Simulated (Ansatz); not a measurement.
C₂H₃Cl₂FSi: several calculations on one system

## 1. Relaxation

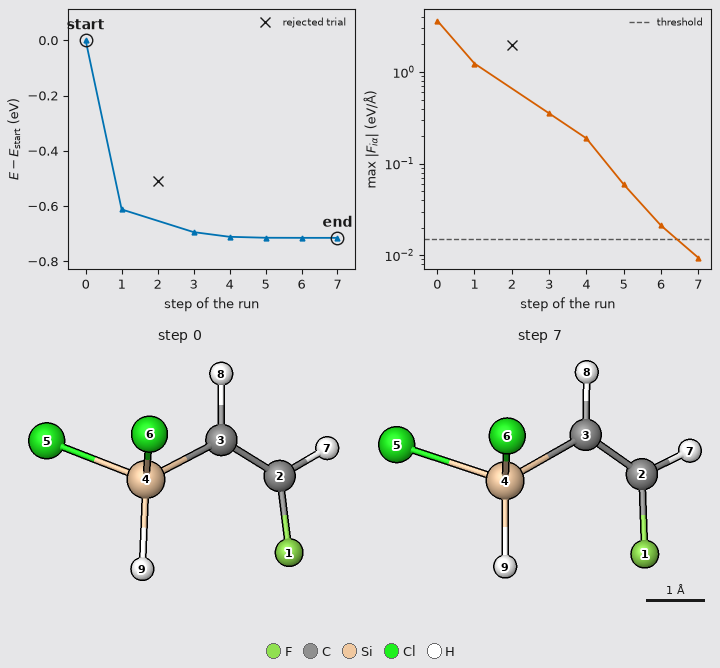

First and last geometry of a relaxation of C2H3Cl2FSi, with the history of the run. A ball-and-stick model, seen at a tilt.

The run prepares an end point of a later path (torsion) calculation, from a guessed geometry.

Computed with Ansatz 0.2.0, RKS PBE0/6-31G. (no spin polarisation; force threshold 0.015 eV/Å; at most 40 steps)

Q: Read the history and describe the run.

A: It converged. Cl5 moves most after the best rigid fit: 0.19 Å. By element the largest moves are Cl 0.19 Å, H 0.13 Å, C 0.12 Å, F 0.08 Å, Si 0.03 Å. Near-neighbour distances that change, for instance: Si4–Cl6 2.000 → 2.169 Å, Si4–Cl5 2.052 → 2.169 Å, C3–Si4 1.759 → 1.866 Å, Si4–H9 1.553 → 1.486 Å. Bond angles that change, for instance: Si4–C3–H8 112.6° → 118.0°, C2–C3–Si4 129.0° → 123.9°, C3–Si4–Cl5 104.6° → 108.2°. After 6 accepted moves (7 points after the start) the energy has fallen by 0.715 eV. The largest force component goes from 3.6 to 0.0094 eV/Å. The line search rejected the trial step at point 2 of the run.

## 2. Relaxation

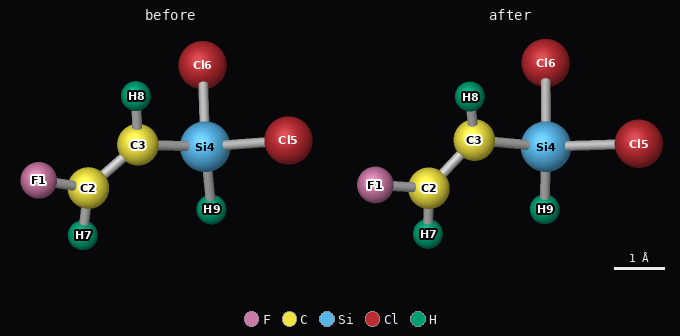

The structure of C2H3Cl2FSi before (left) and after (right) a relaxation, at one scale.

Style: ball-and-stick. Shown at a tilt.

The run prepares an end point of a later path (torsion) calculation, from a guessed geometry.

These are results of RKS PBE0/6-31G (Ansatz 0.2.0), not measurements.

Input file:
```yaml
crystal:
  periodic: [false, false, false]
  atoms:
    - { symbol: F, position_ang: [-0.5999, -2.1488, -0.4227] }
    - { symbol: C, position_ang: [0.3823, -1.3373, -0.8198] }
    - { symbol: C, position_ang: [0.5054, -0.076, -0.4172] }
    - { symbol: Si, position_ang: [1.70958, 1.12144, -0.87674] }
    - { symbol: Cl, position_ang: [2.53229, 1.7376, 0.8997] }
    - { symbol: Cl, position_ang: [0.79019, 2.69532, -1.69999] }
    - { symbol: H, position_ang: [1.0706, -1.871, -1.4838] }
    - { symbol: H, position_ang: [-0.32074, 0.36127, 0.24679] }
    - { symbol: H, position_ang: [2.85242, 0.64217, -1.81291] }
basis:
  gaussian: { orbitals: "6-31G" }
hamiltonian:
  xc: pbe0
relax:
  f_tol: 0.015
  max_steps: 40
```

Run as
```bash
ansatz run input.yaml --threads 1 --pin off --max-ram 2048MiB --backend cpu --events-out ev --progress --plain --runs-dir out
```

Q: What changed between the two?

A: The largest move after the best rigid fit is that of Cl5, 0.22 Å. By element the largest moves are Cl 0.22 Å, H 0.18 Å, C 0.14 Å, F 0.12 Å, Si 0.03 Å. Some distances before and after: Si4–Cl6 2.000 → 2.165 Å, Si4–Cl5 2.052 → 2.165 Å, C3–Si4 1.759 → 1.860 Å, Si4–H9 1.553 → 1.492 Å. Among the angles between lasting bonds that change: C2–C3–Si4 129.0° → 120.4°, Si4–C3–H8 112.6° → 119.5°, C3–Si4–Cl5 104.6° → 110.0°. After 7 accepted moves (8 points after the start) the energy has fallen by 66.8 kJ/mol. Largest force component: 3.3 eV/Å at the start, 0.01 eV/Å at the end. The line search rejected the trial step at point 2 of the run. The run took 40 s on 1 thread of Arm Neoverse V2, with other jobs on the host, peak memory 0.17 GiB.

## 3. Path

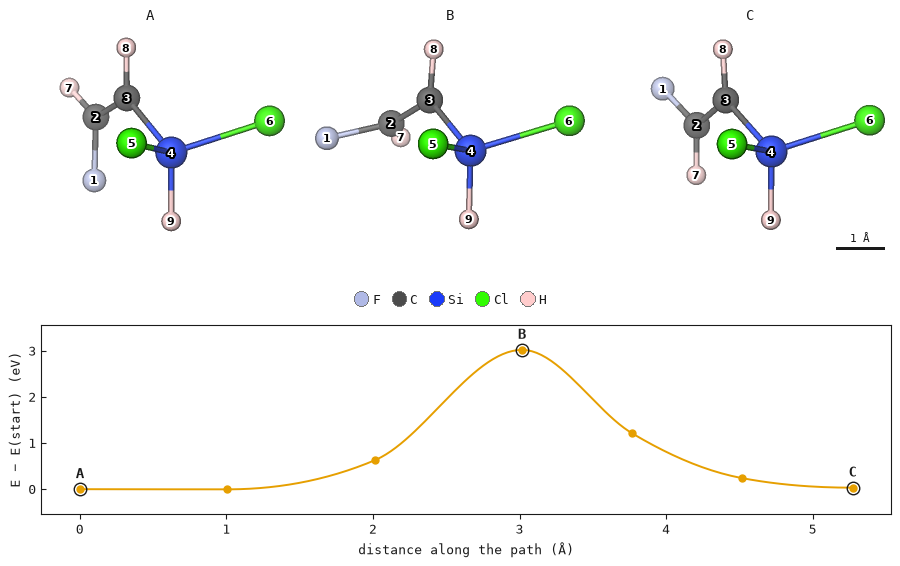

A search for the minimum-energy path of C2H3Cl2FSi by the nudged elastic band. Images are numbered from 0 (start) to 6 (end). Frames A to C are images 0, 3, 6. A ball-and-stick model, seen from a free direction.

All numbers below come from RKS PBE0/6-31G in Ansatz. Settings: 5 movable images; climbing image; force threshold 0.03 eV/Å; iteration limit 54; starting path through a guess of the saddle point.

> What happens along the path, and what is the barrier?

The highest point, image 3, lies 3.02 eV above the start and 2.99 eV above the end; the end is at +0.03 eV relative to the start. The motion is a rotation about the C2–C3 bond by about 180°. No bond forms or breaks between the ends. Bond angles that change up to the highest image, for instance: F1–C2–H7 111.2° → 104.1°, C3–Si4–Cl5 108.2° → 114.3°. The band converged in 16 iterations. The largest component of the band force went from 24 to 0.019 eV/Å. The climbing image converged on the top of the path. Its vibrational analysis gives one imaginary mode (2487i cm⁻¹), as a transition state must have.
